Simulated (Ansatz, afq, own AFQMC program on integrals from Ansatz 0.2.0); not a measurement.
**TaCl+ (sextet): quantum Monte Carlo beside coupled cluster, def2-SVP**

Aim: compute TaCl+ (sextet) with auxiliary-field quantum Monte Carlo on the same integrals as coupled cluster, and set the energies side by side.

The runs use Ansatz 0.2.0, Gaussian basis, and an in-house AFQMC program (afq) on its integrals; all values are calculated; def2-SVP, frozen cores.

The runs, in order: PBE (unrestricted); r2SCAN (unrestricted); PBE0 (unrestricted); B3LYP (unrestricted); wB97M-V (unrestricted); B2PLYP (unrestricted); CCSD(T) on UHF; CCSDT(Q) on UHF; Phaseless AFQMC, CISD trial on UHF.

## 1. What is computed

The geometry is a PBE0/def2-TZVP stationary point (not a proven minimum) of the parent state, kept for this charge and spin. No spin-orbit coupling is included. Elements past krypton take def2 core potentials.

2 atoms, charge 1, spin multiplicity 6.

Atoms are counted from 1 here; the program's logs count them from 0.

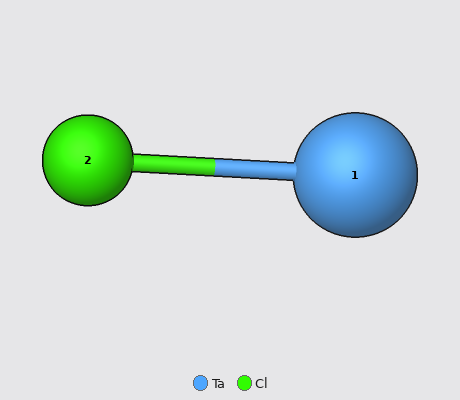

The structure; tantalum blue, chlorine green; atoms are numbered from 1 in the order of the file.

## 2. PBE (unrestricted)

The input, in.yaml:

```yaml
crystal:
  periodic: [false, false, false]
  atoms:
    - {symbol: Ta, position_ang: [0.000000, 0.000000, 0.000000]}
    - {symbol: Cl, position_ang: [0.000000, 0.000000, 2.875200]}
basis:
  gaussian: {orbitals: def2-SVP}
total_charge: 1
magnetization: {spin_polarized: true, initial_magnetization: 5}
hamiltonian: {xc: {name: PBE}}
output: {orbitals: {seedname: orbitals}}
```

On the command line:

```sh
> ansatz run in.yaml --threads 1 --pin off --events-out ev --progress --plain --max-ram 1382MiB
```

The program printed:

```text
Functional definition: PBE
  name "PBE"
  cite "Perdew, Burke & Ernzerhof, Phys. Rev. Lett. 77, 3865 (1996) doi:10.1103/PhysRevLett.77.3865"
  parent pbe
  parameter kappa = 0.804
  parameter beta = 0.06672455060314922
  exchange = pbe_x(kappa = kappa, mu = beta*pi^2/3)
  correlation = pbe_c(beta = beta)
499 factors; their error is unknown
mean field evaluation 1: about -14050.2721 eV, gradient 1.7e1 eV
mean field evaluation 2: about -14051.1626 eV, gradient 1.5e1 eV
mean field evaluation 4: about -14052.3967 eV, gradient 6.8e-1 eV
mean field evaluation 8: about -14052.3605 eV, gradient 2.3e-2 eV
mean field evaluation 16: about -14052.3605 eV, gradient 6.6e-6 eV
mean field evaluation 32: about -14052.3609 eV, gradient 1.9e-3 eV
mean field evaluation 64: about -14052.3609 eV, gradient 3.8e-2 eV
mean field evaluation 96: about -14052.3609 eV, gradient 8.0e-7 eV
mean field evaluation 128: about -14052.3493 eV, gradient 1.9e0 eV
mean field evaluation 160: about -14050.7562 eV, gradient 6.7e0 eV
mean field evaluation 192: about -14051.7455 eV, gradient 1.6e-1 eV
mean field evaluation 224: about -14052.1646 eV, gradient 4.5e-2 eV
mean field -14052.36093811 eV, -516.4147394433 hartree, gradient 1.7e-6 eV, S^2 8.753184; 15 other end points of the search recorded, 0 dependent functions left out
reference -14052.36097678 eV, -516.4147408642 hartree; 17, 12 occupied and 33, 38 virtual orbitals, 499 factors
Total energy: -14052.36097678 eV, -516.4147408642 hartree
```

It took 33 s on 1 thread of Arm Neoverse V1, shared host.

From the report: ⟨S²⟩ of the determinant 8.753 (pure sextet: 8.75).

## 3. r2SCAN (unrestricted)

Edit in.yaml of step 2 so:

```diff
@@ -9,3 +9,2 @@
 magnetization: {spin_polarized: true, initial_magnetization: 5}
-hamiltonian: {xc: {name: PBE}}
-output: {orbitals: {seedname: orbitals}}
+hamiltonian: {xc: {name: r2SCAN}}
```

Launched as before.

The program printed, shortened:

```text
Functional definition: r2SCAN
  name "r2SCAN"
  cite "Furness, Kaplan, Ning, Perdew & Sun, J. Phys. Chem. Lett. 11, 8208 (2020) doi:10.1021/acs.jpclett.0c02405"
  cite "Furness, Kaplan, Ning, Perdew & Sun, J. Phys. Chem. Lett. 11, 9248 (2020) doi:10.1021/acs.jpclett.0c03077"
  parent r2scan
[...]
499 factors; their error is unknown
[...]
mean field -14057.09730276 eV, -516.5887976337 hartree, gradient 7.6e-6 eV, S^2 8.755904; 15 other end points of the search recorded, 0 dependent functions left out
reference -14057.09731953 eV, -516.5887982501 hartree; 17, 12 occupied and 33, 38 virtual orbitals, 499 factors
Total energy: -14057.09731953 eV, -516.5887982501 hartree
```

Run time: 2.2 min. Hardware: 1 thread of Arm Neoverse V1, shared host.

From the report: ⟨S²⟩ of the determinant 8.756 (pure sextet: 8.75).

## 4. PBE0 (unrestricted)

Edit in.yaml of step 3 so:

```diff
@@ -9,2 +9,3 @@
 magnetization: {spin_polarized: true, initial_magnetization: 5}
-hamiltonian: {xc: {name: r2SCAN}}
+hamiltonian: {xc: {name: PBE0}}
+output: {orbitals: {seedname: orbitals}}
```

Same command.

The program printed, shortened:

```text
Functional definition: PBE0
  name "PBE0"
  cite "Adamo & Barone, J. Chem. Phys. 110, 6158 (1999) doi:10.1063/1.478522"
  cite "Perdew, Burke & Ernzerhof, Phys. Rev. Lett. 77, 3865 (1996) doi:10.1103/PhysRevLett.77.3865"
  parent pbe
[...]
475 factors; integrals over basis functions are off by at most 5.8e-4 eV
[...]
mean field -14052.59032052 eV, -516.4231690911 hartree, gradient 2.4e-6 eV, S^2 8.753945; 5 other end points of the search recorded, 0 dependent functions left out
reference -14052.59034948 eV, -516.4231701556 hartree; 17, 12 occupied and 33, 38 virtual orbitals, 475 factors
Total energy: -14052.59034948 eV, -516.4231701556 hartree
```

Wall time 17 s (1 thread of Arm Neoverse V1, shared host).

From the report: ⟨S²⟩ of the determinant 8.754 (pure sextet: 8.75).

## 5. B3LYP (unrestricted)

Edit in.yaml of step 4 so:

```diff
@@ -9,3 +9,2 @@
 magnetization: {spin_polarized: true, initial_magnetization: 5}
-hamiltonian: {xc: {name: PBE0}}
-output: {orbitals: {seedname: orbitals}}
+hamiltonian: {xc: {name: B3LYP}}
```

Launched as before.

The program printed, shortened:

```text
Functional definition: B3LYP
  name "B3LYP"
  cite "Stephens, Devlin, Chabalowski & Frisch, J. Phys. Chem. 98, 11623 (1994) doi:10.1021/j100096a001"
  cite "Becke, Phys. Rev. A 38, 3098 (1988) doi:10.1103/PhysRevA.38.3098"
  cite "Lee, Yang & Parr, Phys. Rev. B 37, 785 (1988) doi:10.1103/PhysRevB.37.785"
  cite "Vosko, Wilk & Nusair, Can. J. Phys. 58, 1200 (1980) doi:10.1139/p80-159"
[...]
475 factors; integrals over basis functions are off by at most 5.8e-4 eV
[...]
mean field -14057.82147170 eV, -516.6154103515 hartree, gradient 7.4e-6 eV, S^2 8.752719; 5 other end points of the search recorded, 0 dependent functions left out
reference -14057.82166677 eV, -516.6154175201 hartree; 17, 12 occupied and 33, 38 virtual orbitals, 475 factors
Total energy: -14057.82166677 eV, -516.6154175201 hartree
```

Wall time 17 s (1 thread of Arm Neoverse V1, shared host).

From the report: ⟨S²⟩ of the determinant 8.753 (pure sextet: 8.75).

## 6. wB97M-V (unrestricted)

Edit in.yaml of step 5 so:

```diff
@@ -9,2 +9,3 @@
 magnetization: {spin_polarized: true, initial_magnetization: 5}
-hamiltonian: {xc: {name: B3LYP}}
+hamiltonian: {xc: {name: wB97M-V}}
+output: {orbitals: {seedname: orbitals}}
```

Same command.

The program printed, shortened:

```text
Functional definition: wB97M-V
  name "wB97M-V"
  cite "Mardirossian & Head-Gordon, J. Chem. Phys. 144, 214110 (2016) doi:10.1063/1.4952647"
  cite "Becke, J. Chem. Phys. 107, 8554 (1997) doi:10.1063/1.475007"
  cite "Vydrov & Van Voorhis, J. Chem. Phys. 133, 244103 (2010) doi:10.1063/1.3521275"
  # Of w^i u^j: cxij and so on, Table III.
[...]
  gx(w, u) = 1 - cx + cx01*u + cx10*w
  gss(w, u) = css00 + css04*u^4 + css10*w + css20*w^2 + css43*w^4*u^3
  gos(w, u) = cos00 + cos10*w + (cos20 + cos21*u)*w^2 + (cos60 + cos61*u)*w^6
[...]
      + integral(e_c_pw_mod_opposite_spin*gos(b97_w_opposite, b97_u_opposite)) + vv10(b, c)
475 factors; integrals over basis functions are off by at most 5.8e-4 eV
112 factors; integrals over basis functions are off by at most 1.6e-4 eV
[...]
mean field -14054.00732306 eV, -516.4752429742 hartree, gradient 1.5e-6 eV, S^2 8.752764; 5 other end points of the search recorded, 0 dependent functions left out
reference -14054.00736089 eV, -516.4752443645 hartree; 17, 12 occupied and 33, 38 virtual orbitals, 475 factors
Total energy: -14054.00736089 eV, -516.4752443645 hartree
```

It took 100 s on 1 thread of Arm Neoverse V1, shared host; peak memory 0.27 GiB.

From the report: ⟨S²⟩ of the determinant 8.753 (pure sextet: 8.75).

## 7. B2PLYP (unrestricted)

Edit in.yaml of step 6 so:

```diff
@@ -9,3 +9,3 @@
 magnetization: {spin_polarized: true, initial_magnetization: 5}
-hamiltonian: {xc: {name: wB97M-V}}
-output: {orbitals: {seedname: orbitals}}
+hamiltonian: {xc: {name: B2PLYP}}
+correlation: {electrons: outside_noble_gas}
```

Launched as before.

The program printed, shortened:

```text
Functional definition: B2PLYP
  name "B2PLYP"
  cite "Grimme, J. Chem. Phys. 124, 034108 (2006) doi:10.1063/1.2148954"
  cite "Becke, Phys. Rev. A 38, 3098 (1988) doi:10.1103/PhysRevA.38.3098"
  cite "Lee, Yang & Parr, Phys. Rev. B 37, 785 (1988) doi:10.1103/PhysRevB.37.785"
[...]
475 factors; integrals over basis functions are off by at most 5.8e-4 eV
[...]
mean field -14046.73066552 eV, -516.2078307420 hartree, gradient 8.0e-10 eV, S^2 8.755031; 8 other end points of the search recorded, 0 dependent functions left out
9 core orbitals not correlated: weight in the atoms' cores, before any rotation towards them, 1.000 or more for the frozen orbitals, at most 0.000 for the correlated occupied ones
reference -14046.73078847 eV, -516.2078352603 hartree; 8, 3 occupied and 33, 38 virtual orbitals, 475 factors
second order -4.48272520 eV of doubles, -0.00000000 eV of singles
Total energy: -14047.94112428 eV, -516.2523142806 hartree
```

It took 31 s on 1 thread of Arm Neoverse V1, shared host.

From the report: ⟨S²⟩ of the determinant 8.755 (pure sextet: 8.75).

## 8. CCSD(T) on UHF

Edit in.yaml of step 7 so:

```diff
@@ -9,3 +9,2 @@
 magnetization: {spin_polarized: true, initial_magnetization: 5}
-hamiltonian: {xc: {name: B2PLYP}}
-correlation: {electrons: outside_noble_gas}
+correlation: {method: ccsd_t, electrons: outside_noble_gas, hamiltonian_folder: ham}
```

The command is unchanged.

The program printed, shortened:

```text
Functional definition: HF
  name "HF"
  cite "Fock, Z. Phys. 61, 126 (1930) doi:10.1007/BF01340294"
  parent pbe
[...]
475 factors; integrals over basis functions are off by at most 5.8e-4 eV
[...]
mean field -14024.90302642 eV, -515.4056798003 hartree, gradient 2.4e-10 eV, S^2 8.760421; 35 other end points of the search recorded, 0 dependent functions left out
determinant -14024.90302642 eV, -515.4056798003 hartree, with singles and doubles -14029.16296388 eV, -515.5622296144 hartree
determinant -14024.90274495 eV, -515.4056694565 hartree, with singles and doubles -14029.16272735 eV, -515.5622209219 hartree
determinant -14024.70722868 eV, -515.3984843661 hartree, with singles and doubles -14028.97137019 eV, -515.5551886762 hartree
determinant -14024.66065650 eV, -515.3967728701 hartree, with singles and doubles -14028.92267530 eV, -515.5533991721 hartree
[...]
determinant -14024.70722868 eV, -515.3984843661 hartree, with singles and doubles -14028.98523275 eV, -515.5556981157 hartree
determinant -14024.66065650 eV, -515.3967728701 hartree, with singles and doubles -14028.93767994 eV, -515.5539505824 hartree
determinant -14024.32707345 eV, -515.3845139191 hartree, with singles and doubles -14028.68365824 eV, -515.5446154571 hartree
determinant -14024.26827063 eV, -515.3823529552 hartree, with singles and doubles -14028.65412513 eV, -515.5435301352 hartree
9 core orbitals not correlated: weight in the atoms' cores, before any rotation towards them, 0.999 or more for the frozen orbitals, at most 0.000 for the correlated occupied ones
reference -14024.90302642 eV, -515.4056798003 hartree; 8, 3 occupied and 33, 38 virtual orbitals, 475 factors
second order -3.65335956 eV of doubles, -0.00000000 eV of singles
cycle   1  -4.26080002 eV  change   -2.9e-6 eV  update   3.3e-6
perturbative correction -0.05294332 eV, -0.0019456312 hartree
Total energy: -14029.21676977 eV, -515.5642069443 hartree
```

Run time: 30 s. Hardware: 1 thread of Arm Neoverse V1, shared host.

From the report: ⟨S²⟩ of the determinant 8.760 (pure sextet: 8.75); correlation -4.3137 eV; T1 0.011; largest double amplitude 0.04.

This run also writes the integrals to the folder ham.

## 9. CCSDT(Q) on UHF

Edit in.yaml of step 8 so:

```diff
@@ -9,2 +9,2 @@
 magnetization: {spin_polarized: true, initial_magnetization: 5}
-correlation: {method: ccsd_t, electrons: outside_noble_gas, hamiltonian_folder: ham}
+correlation: {method: ccsdt_q, electrons: outside_noble_gas}
```

Same command.

The program printed, shortened:

```text
Functional definition: HF
  name "HF"
  cite "Fock, Z. Phys. 61, 126 (1930) doi:10.1007/BF01340294"
  parent pbe
[...]
848 factors; integrals over basis functions are off by at most 1.7e-7 eV
[...]
mean field -14024.90313449 eV, -515.4056837717 hartree, gradient 4.4e-10 eV, S^2 8.760421; 35 other end points of the search recorded, 0 dependent functions left out
determinant -14024.90313449 eV, -515.4056837717 hartree, with singles and doubles -14029.16306613 eV, -515.5622333719 hartree
determinant -14024.90285303 eV, -515.4056734281 hartree, with singles and doubles -14029.16282980 eV, -515.5622246870 hartree
determinant -14024.70732930 eV, -515.3984880636 hartree, with singles and doubles -14028.97146662 eV, -515.5551922198 hartree
determinant -14024.66075950 eV, -515.3967766552 hartree, with singles and doubles -14028.92277309 eV, -515.5534027658 hartree
[...]
determinant -14024.66075950 eV, -515.3967766552 hartree, with singles and doubles -14028.93777850 eV, -515.5539542042 hartree
determinant -14024.32717123 eV, -515.3845175123 hartree, with singles and doubles -14028.68374956 eV, -515.5446188128 hartree
determinant -14024.26837256 eV, -515.3823567011 hartree, with singles and doubles -14028.65421938 eV, -515.5435335990 hartree
9 core orbitals not correlated: weight in the atoms' cores, before any rotation towards them, 0.999 or more for the frozen orbitals, at most 0.000 for the correlated occupied ones
reference -14024.90313449 eV, -515.4056837717 hartree; 8, 3 occupied and 33, 38 virtual orbitals, 848 factors
second order -3.65335655 eV of doubles, -0.00000000 eV of singles
cycle   1  -4.12034263 eV  change   -4.7e-1 eV  update   4.7e-2
[...]
cycle  49  -4.32521216 eV  change    2.5e-8 eV  update   1.3e-6
perturbative correction -0.00481040 eV, -0.0001767790 hartree
Total energy: -14029.23315705 eV, -515.5648091660 hartree
```

Run time: 91 s. Hardware: 1 thread of Arm Neoverse V1, shared host; peak memory 0.43 GiB.

From the report: ⟨S²⟩ of the determinant 8.760 (pure sextet: 8.75); correlation -4.3300 eV; T1 0.012; largest double amplitude 0.04.

## 10. Phaseless AFQMC, CISD trial on UHF

It reads the integrals that the CCSD(T) run on this determinant wrote.

On the command line:

```sh
> afq ham --method phaseless --trial cisd --walkers 60 --populations 1 --least-time 40 --time-step 0.005 --steps-per-block 50 --equilibration-blocks 40 --max-blocks 300 --target-error 0.0004 --factor-cut 1e-05 --start spin_pure --seed 258 --release-times 0.24,0.51,0.99,1.62,2.4 --release-step 0.03 --release-every 4 --taylor-order 6
```

The program printed:

```text
orbitals 41  electrons 8 3  factors 314 of 475
reference energy -515.40567980 Eh
CCSD correlation -0.15658155 Eh in 15 cycles, weight of the determinant in the CISD state 0.9316
energy of the start -515.562175 Eh
 block  time / (1/Eh)  mean weight  energy / Eh
     1     0.250  0.9998  -515.561252
     2     0.500  0.9994  -515.561573
     3     0.750  0.9989  -515.561484
     4     1.000  0.9998  -515.563134
     5     1.250  0.9984  -515.562802
     6     1.500  1.0028  -515.563430
     7     1.750  1.0001  -515.562651
     8     2.000  1.0010  -515.563293
     9     2.250  0.9995  -515.566722
    10     2.500  1.0009  -515.562817
    11     2.750  0.9975  -515.563181
    16     4.000  0.9989  -515.565471
    21     5.250  1.0000  -515.564723
    26     6.500  0.9997  -515.563085
    31     7.750  1.0005  -515.562485
    36     9.000  0.9984  -515.566521
    41    10.250  0.9990  -515.565032
    46    11.500  0.9986  -515.566709
    51    12.750  1.0001  -515.563926
    56    14.000  1.0015  -515.564752
    61    15.250  1.0002  -515.563159
    66    16.500  1.0005  -515.565751
    71    17.750  0.9961  -515.565972
    76    19.000  1.0000  -515.568310
    81    20.250  1.0017  -515.566010
    86    21.500  1.0000  -515.566084
    91    22.750  1.0007  -515.564116
    96    24.000  0.9990  -515.564592
   101    25.250  0.9993  -515.565779
   106    26.500  1.0006  -515.562895
   111    27.750  0.9994  -515.567591
   116    29.000  1.0033  -515.564120
   121    30.250  0.9848  -515.564197
   126    31.500  0.9994  -515.567948
   131    32.750  1.0002  -515.565219
   136    34.000  0.9988  -515.563301
   141    35.250  1.0017  -515.565158
   146    36.500  0.9972  -515.564159
   151    37.750  1.0005  -515.566295
   156    39.000  1.0006  -515.564224
   161    40.250  1.0029  -515.562746
   166    41.500  1.0017  -515.563187
   171    42.750  1.0004  -515.563304
   176    44.000  0.9997  -515.566674
   181    45.250  0.9970  -515.565412
   186    46.500  1.0002  -515.563297
   191    47.750  0.9992  -515.562640
   196    49.000  0.9999  -515.566337
blocks merged  error / Eh  count
     1  0.000143  160
     2  0.000160  80
     4  0.000180  40
     8  0.000168  20
    16  0.000180  10
released: time / (1/Eh)  energy / Eh  error  mean overlap
  0.24  -515.564679  0.000242  1.0005
  0.51  -515.564632  0.000265  1.0159
  0.99  -515.564681  0.000210  1.0042
  1.62  -515.564904  0.000262  0.9956
  2.40  -515.564553  0.000282  1.0351
energy -515.565015 +/- 0.000180 Eh
```

Wall time 6.3 min (1 thread of Arm Neoverse V1, shared host).

Energy -14029.2388 ± 0.0049 eV. Caveats: constraint bias not in the error.

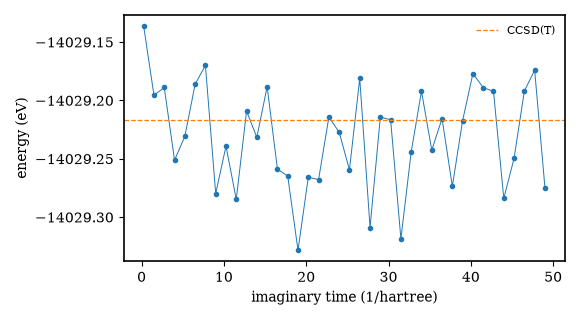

Block energies along the walk.

## 11. All levels side by side

On the UHF determinant, counted from CCSDT(Q) (a yardstick, not exact):

```csv
level,energy (eV),from CCSDT(Q) (kJ/mol),statistical error (kJ/mol),time
HF,-14024.9030,+417.8,,
MP2,-14028.5564,+65.3,,
CCSD,-14029.1638,+6.7,,
CCSD(T),-14029.2168,+1.6,,
CCSDT(Q),-14029.2332,0.0,,
"Phaseless AFQMC, CISD trial, step 0.005, 60 walkers",-14029.2388,-0.5,0.5,6.3 min
```

The functionals' totals stand on their own zeros and serve differences with other points: PBE -14052.361 eV; r2SCAN -14057.097 eV; PBE0 -14052.590 eV; B3LYP -14057.822 eV; wB97M-V -14054.007 eV; B2PLYP -14047.941 eV.

## 12. Outcome

| quantity | value |
| --- | --- |
| CCSD(T) on UHF from CCSDT(Q) | +1.6 kJ/mol |
| Phaseless AFQMC, CISD trial on UHF from CCSDT(Q) | -0.5 ± 0.5 kJ/mol |

What this shows: On UHF the phaseless walk with the CISD trial lies -0.5 kJ/mol from CCSDT(Q), within three error bars. Error bars are statistical and leave out the constraint, the time step and what remains of the start. Ta carries a core potential, and spin-orbit coupling is left out.
